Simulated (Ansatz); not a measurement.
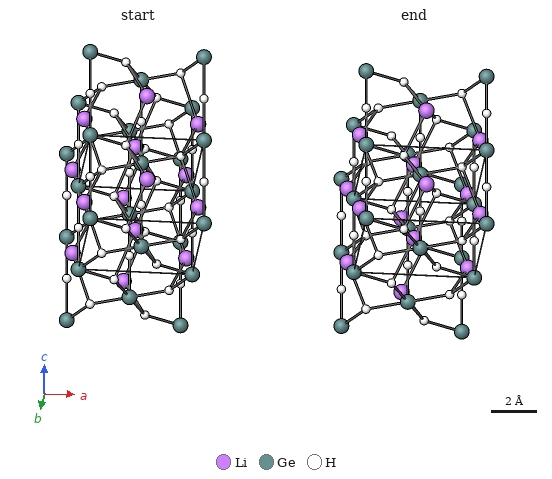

The structure of solid LiGeH3 (a generated structure, set up in P4/mbm) before (left) and after (right) a relaxation, at one scale.

The picture is a ball-and-stick view of the cell of the calculation, repeated 1 × 2 × 2 with one cell outlined, seen from a free direction.

Level of theory: DFT PBE, scalar-relativistic, plane waves, PAW (Ansatz 0.2.0). (plane-wave cutoff 420 eV; k-point mesh 8 × 8 × 10; occupations gaussian; smearing width 0.1 eV; no spin polarisation; cell and atoms relaxed; force threshold 0.01 eV/Å; at most 80 steps)

What changed between the two?

Answer. The atoms keep their places relative to the cell (all moves are under 0.005 Å). The volume changes by −0.9 %, with a = b 5.083 → 5.380 Å (+5.8 %), c 4.136 → 3.659 Å (−11.5 %). Among the contacts that change: Ge–H 2.068 → 1.829 Å, H–Li 2.400 → 2.240 Å, Ge–H 1.888 → 1.997 Å. The space group stays P4/mbm (No. 127). After 8 accepted moves (11 points after the start) the energy has fallen by 19.2 meV per atom. The largest force component goes from 0.031 to 0.00029 eV/Å. Pressure: −0.26 GPa at the start and 0.00 GPa at the end. The line search rejected the trial step at point 5 of the run. The SCF was repeated twice at an unchanged geometry on a basis and grid sized afresh for the cell, which shifted the energy by 0.5 meV per atom at most. Cost: 3.4 min on 1 thread of Arm Neoverse V1 (shared host), peak memory 0.5 GiB.
